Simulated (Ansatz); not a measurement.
# U-wB97M-V/cc-pVDZ run of HS (SMILES [SH])

Aim: the energy change on altering one bond length of HS at U-wB97M-V/cc-pVDZ, from 2 runs. 

The calculation is run with Ansatz 0.2.0.

55 further runs of the same task are left out: 2 that didn't finish, 53 set aside as unsound or not needed.

### Step 1. Starting point

HS: 2 atoms, total charge 0, spin state doublet. As SMILES, `[SH]`. The shape is that of a PBE0-D4/def2-TZVP optimisation.

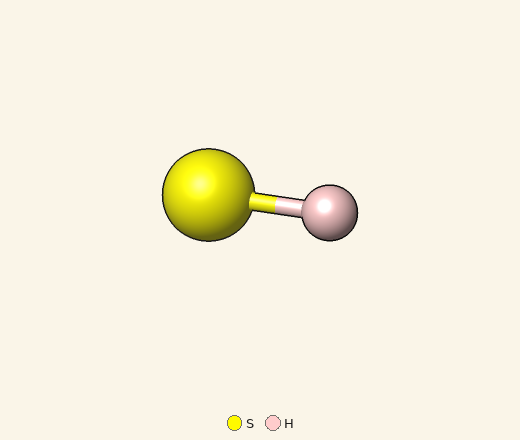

Viewed from a chosen angle; sulfur yellow, hydrogen pink.

### Step 2. The energy at U-wB97M-V/cc-pVDZ

Contents of job.yaml:

```yaml
crystal:
  periodic: [false, false, false]
  atoms:
    - {symbol: S, position_ang: [0.574560, -0.187810, 0.295460]}
    - {symbol: H, position_ang: [-0.574560, 0.187810, -0.295460]}
basis:
  gaussian: {orbitals: cc-pVDZ}
hamiltonian: {xc: {name: wB97M-V}}
accuracy: high
magnetization: {spin_polarized: true, initial_magnetization: 1}
```

Launch:

```console
ansatz run job.yaml --threads 1 --pin off --max-ram 3480MiB --events-out events.jsonl --progress --plain --runs-dir runs
```

The log of the run:

```text
Warning: RAYON_NUM_THREADS=1 ignored (pool sized by the plan → 1); use --threads N
Functional definition: wB97M-V
  name "wB97M-V"
  parameter omega = 0.3/bohr
  parameter cx = 0.15
  parameter cx01 = 1.007
  parameter cx10 = 0.259
  parameter css00 = 0.443
  parameter css04 = -1.437
  parameter css10 = -4.535
  parameter css20 = -3.390
  parameter css43 = 4.278
  parameter cos00 = 1.000
  parameter cos10 = 1.358
  parameter cos20 = 2.924
  parameter cos21 = -8.812
  parameter cos60 = -1.390
  parameter cos61 = 9.142
  parameter b = 6.0
  parameter c = 0.01
  gx(w, u) = 1 - cx + cx01*u + cx10*w
  gss(w, u) = css00 + css04*u^4 + css10*w + css20*w^2 + css43*w^4*u^3
  gos(w, u) = cos00 + cos10*w + (cos20 + cos21*u)*w^2 + (cos60 + cos61*u)*w^6
  exchange = spin_sum(e_x_unif_sr(omega)*gx(b97_w, b97_u_x)) + cx*exact_x_sr(omega) + exact_x_lr(omega)
  correlation = spin_sum(e_c_pw_mod_same_spin*gss(b97_w, b97_u_same))
      + integral(e_c_pw_mod_opposite_spin*gos(b97_w_opposite, b97_u_opposite)) + vv10(b, c)
415 factors; integrals over basis functions are off by at most 3.0e-9 eV
122 factors; integrals over basis functions are off by at most 1.5e-9 eV
mean field evaluation 1: about -10849.4207 eV, gradient 4.3e0 eV
mean field evaluation 2: about -10849.5454 eV, gradient 1.7e0 eV
mean field evaluation 4: about -10849.5627 eV, gradient 2.8e-1 eV
mean field evaluation 8: about -10849.5839 eV, gradient 1.2e-2 eV
mean field evaluation 16: about -10849.5839 eV, gradient 8.4e-7 eV
mean field -10849.58394044 eV, -398.7148556991 hartree, gradient 2.4e-8 eV, S^2 0.751681; 0 other end points of the search recorded, 0 dependent functions left out
reference -10849.58394268 eV, -398.7148557812 hartree; 9, 8 occupied and 14, 15 virtual orbitals, 415 factors
Total energy: -10849.58394268 eV, -398.7148557812 hartree
```

Run time: 9.9 s. Hardware: 1 thread of Arm Neoverse V1, shared host; peak memory 0.26 GiB.

### Step 3. The distorted shape

Contents of input.yaml:

```yaml
crystal:
  periodic: [false, false, false]
  atoms:
    - {symbol: S, position_ang: [0.861880, -0.281728, 0.443211]}
    - {symbol: H, position_ang: [-0.574560, 0.187810, -0.295460]}
basis:
  gaussian:
    orbitals: cc-pVDZ
total_charge: 0
accuracy: high
hamiltonian:
  xc: {name: wB97M-V}
magnetization:
  spin_polarized: true
  initial_magnetization: 1
```

Launch:

```console
ansatz run input.yaml --threads 1 --pin off --max-ram 3480MiB --events-out events.jsonl --progress --plain --runs-dir runs
```

The log of the run, shortened:

```text
Warning: RAYON_NUM_THREADS=1 ignored (pool sized by the plan → 1); use --threads N
Functional definition: wB97M-V
  name "wB97M-V"
[...]
  gx(w, u) = 1 - cx + cx01*u + cx10*w
  gss(w, u) = css00 + css04*u^4 + css10*w + css20*w^2 + css43*w^4*u^3
  gos(w, u) = cos00 + cos10*w + (cos20 + cos21*u)*w^2 + (cos60 + cos61*u)*w^6
[...]
      + integral(e_c_pw_mod_opposite_spin*gos(b97_w_opposite, b97_u_opposite)) + vv10(b, c)
412 factors; integrals over basis functions are off by at most 3.0e-9 eV
123 factors; integrals over basis functions are off by at most 1.9e-9 eV
[...]
mean field -10848.75560527 eV, -398.6844149431 hartree, gradient 2.9e-8 eV, S^2 0.753414; 0 other end points of the search recorded, 0 dependent functions left out
reference -10848.75560763 eV, -398.6844150296 hartree; 9, 8 occupied and 14, 15 virtual orbitals, 412 factors
Total energy: -10848.75560763 eV, -398.6844150296 hartree
```

Run time: 12 s. Hardware: 1 thread of Arm Neoverse V1, shared host; peak memory 0.26 GiB.

### Step 4. Outcome

Level: U-wB97M-V/cc-pVDZ.

| quantity | value |
| --- | --- |
| first shape: total energy | -398.71486 Eh |
| first shape: ⟨S²⟩ | 0.752 |
| distorted shape: total energy | -398.68442 Eh |
| distorted shape: ⟨S²⟩ | 0.753 |
| energy change with the S1–H2 bond stretched from 1.346 to 1.682 Å | 0.828 eV |

**Reading.** With the S1–H2 bond stretched from 1.346 to 1.682 Å the energy rises by 0.83 eV (19.1 kcal/mol). The first shape isn't relaxed at this level, so the change isn't measured from a minimum.
